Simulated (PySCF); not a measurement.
```tsv
atom	x (Å)	y (Å)	z (Å)
C	-0.7703	-1.5790	0.6947
C	-0.7303	-0.2885	-0.1216
C	0.6781	-0.0177	-0.6594
Si	1.9112	0.6470	0.6226
F	1.8327	2.2596	0.5607
Si	-1.3777	1.2198	0.8544
F	-2.9872	0.9601	1.0208
H	-0.0833	-1.5298	1.5368
H	-1.7730	-1.7605	1.0765
H	-0.4841	-2.4288	0.0747
H	-1.4050	-0.4289	-0.9788
H	1.0601	-0.9337	-1.1154
H	0.6119	0.7173	-1.4663
H	3.2861	0.3344	0.2454
H	1.5973	0.3326	2.0082
H	-1.3740	2.5051	0.1703
```

Geometry: GFN2-xTB.

All numbers below come from UKS B3LYP, pcH-1 on C F H Si, non-relativistic, mean-field spin-orbit, GIAO in PySCF.

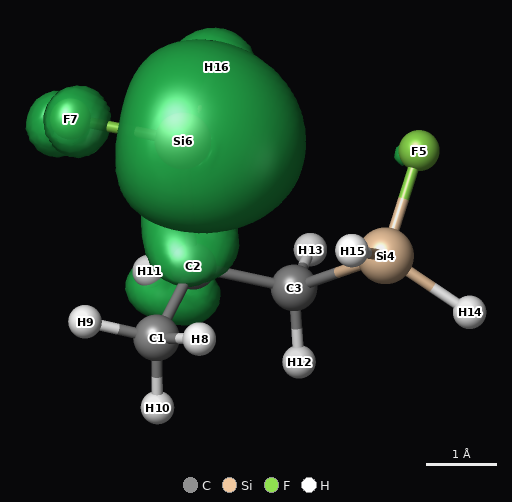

C3H9F2Si2 (SMILES C[C@H](C[SiH2]F)[SiH]F) (doublet). Isosurface of the spin density at +0.015 e/Å³ (green), seen at a tilt.

**Describe the spin distribution.**

The unpaired spin (1 electron) lies mostly on Si6 (about 0.7), C2 (about 0.1) and H16 (about 0.1), in electrons by Hirshfeld's partition.
